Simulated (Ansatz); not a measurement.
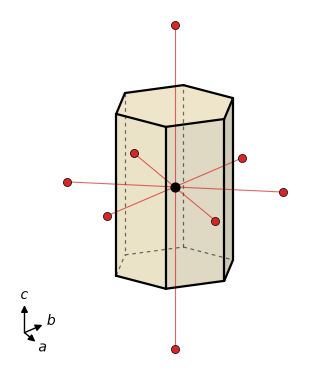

For Ru, the end point of a relaxation with Ansatz 0.2.0, DFT, RPBE, plane waves (420 eV) with PAW, scalar-relativistic: the Wigner–Seitz cell of the crystal's lattice, with lines to the lattice points that define its faces. All values are computed from the atomic coordinates in the standard setting (tolerance 0.002 Å).

a = 2.737 Å, b = 2.737 Å, c = 4.309 Å, α = 90.00°, β = 90.00°, γ = 120.00°; space group No. 194, P6₃/mmc.

Question: What is the cell's combinatorial type?

Answer: A hexagonal prism: 8 faces (6 with 4 edges, 2 with 6 edges), 18 edges, 12 vertices. Its volume is that of the primitive cell, 28.0 Å³.

Question: Which lattice vectors do the faces bisect?

Answer:
```csv
example,length (Å),faces,edges of each,area (Å²)
a + b,2.74,6,4,6.8
c,4.31,2,6,6.5
```
